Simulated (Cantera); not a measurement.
Feed: 1 mol PbO, 2.1 mol O2, 0.19 mol N2, at 263 Torr.

These are equilibrium values from Cantera (NASA tables, ideal gas, pure condensed phases), not measurements of a reactor. Candidate condensed phases: Pb, PbO, PbO2, Pb3O4; 12 gas species. Gases not in the tables: (PbO)n polymers. Equilibrium is a limit: real reactors are often held back by kinetics, nucleation or transport.

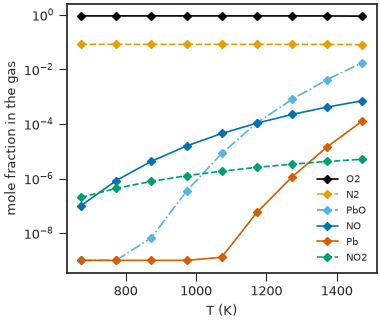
Figure. Equilibrium gas composition (values under 1e-9 drawn at 1e-9)

At 673 K the condensed part is PbO(red). From 773 K to 1073 K the condensed part is PbO(yellow). From 1173 K to 1473 K the condensed part is PbO(l).
